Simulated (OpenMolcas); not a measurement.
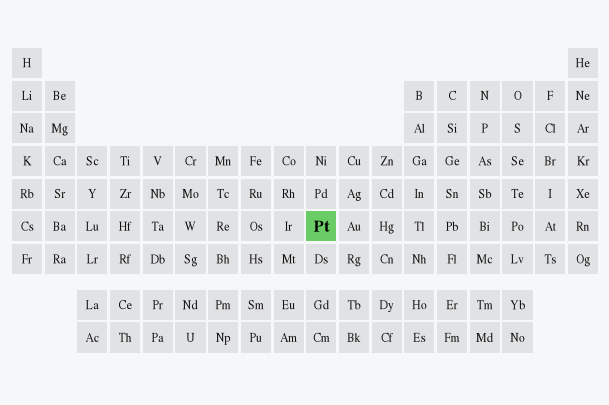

Fig. 1: The place of platinum in the periodic table.

## Run report: Pt³⁺, multiconfigurational calculation

System: Pt³⁺.
Method: state-averaged MS-CASPT2, IPEA shift 0.25, imaginary shift 0.1 hartree, semicore shells correlated, active space 7 electrons in the shell 5d, basis ANO-RCC-VDZ, DKH2 scalar Hamiltonian, spin-orbit coupling by RASSI with atomic mean-field integrals (OpenMolcas).

## Input
```
&GATEWAY
Coord
1

Pt 0.0 0.0 0.0
Basis=ANO-RCC-VDZ
Group=XYZ
NoMove
AngMom=0.0 0.0 0.0
AMFI
&SEWARD
&RASSCF
FileOrb=start.orb
Symmetry=1
Spin=4
nActEl=7 0 0
Inactive=15 19
Ras2=5 0
CIRoot=10 10 1
SDav=10
CIMx=300
Iter=120 100
PrWF=0.3
OrbListing=Nothing
MaxOrb=0
Atom
>>> COPY $Project.JobIph JOB001
&RASSCF
FileOrb=start.orb
Symmetry=1
Spin=2
nActEl=7 0 0
Inactive=15 19
Ras2=5 0
CIRoot=40 40 1
SDav=40
CIMx=300
Iter=120 100
PrWF=0.3
OrbListing=Nothing
MaxOrb=0
Atom
>>> COPY $Project.JobIph JOB002
&RASSI
NrOfJobIphs=2 10 40
1 2 3 4 5 6 7 8 9 10
1 2 3 4 5 6 7 8 9 10 11 12 13 14 15 16 17 18 19 20 21 22 23 24 25 26 27
28 29 30 31 32 33 34 35 36 37 38 39 40
IphNames
JOB001
JOB002
EJob
SpinOrbit
DIPRint=1.0
SOCoupling=1000.0
Subsets=2
MEES
Property=10
'ANGMOM' 1 'ANGMOM' 2 'ANGMOM' 3 'MLTPL  1' 1 'MLTPL  1' 2 'MLTPL  1' 3
'AMFI' 1 'AMFI' 2 'AMFI' 3 'MLTPL  2' 6
SOProperty=3
'ANGMOM' 1 'ANGMOM' 2 'ANGMOM' 3
>>> COPY JOB001 $Project.JobIph
&CASPT2
Multistate=10 1 2 3 4 5 6 7 8 9 10
Frozen=14 16
IPAE=0.25
Imaginary=0.1
MaxIter=60
WThr=0.0 0.3 0.05
PrWF=0.5
NoMix
```

The file start.orb holds starting orbitals from an earlier step.

Hardware: 1 thread of Arm Neoverse V1, 112 GiB of memory available, shared host.

Launched with:
```bash
OMP_NUM_THREADS=1 MOLCAS_MEM=2252 MOLCAS_PROJECT=a pymolcas a.inp > a.log  # once for each step of the input, in one work folder
```

## Log (extracts)
```
|        MOLCAS_PRINT = 2
  |       MOLCAS_SOURCE = [file]
  |    MOLCAS_STRUCTURE = 0
  |
   ------------------------------------------------------------------------------------------
++ ---------   Input file   ---------
>>> COPY JOB001 $Project.JobIph
&CASPT2
Multistate=10 1 2 3 4 5 6 7 8 9 10
Frozen=14 16
IPAE=0.25
Imaginary=0.1
MaxIter=60
WThr=0.0 0.3 0.05
PrWF=0.5
NoMix
-- ----------------------------------
>>> COPY JOB001 a.JobIph
*** symbolic link created: INPORB -> a.RasOrb
--- Start Module: caspt2 at  ---
()()()()()()()()()()()()()()()()()()()()()()()()()()()()()()()()()()()()()()()()()()()()()()()()()()
                                              &CASPT2
                                   only a single process is used
                       available to each process: 2.3 GB of memory, 1 thread
()()()()()()()()()()()()()()()()()()()()()()()()()()()()()()()()()()()()()()()()()()()()()()()()()()
 ###    ERROR: Unrecognized keyword: IPAE                                    ###
--- Stop Module: caspt2 at  /rc=_RC_INPUT_ERROR_ ---
.####################.
.# User input error #.
.####################.
```

## Outcome

- outcome: refused by the program

## What went wrong

One thing in this input was made wrong on purpose: misspelt keyword. The program refused the input; the driver noted: CASPT2 spin 4: _RC_INPUT_ERROR_.
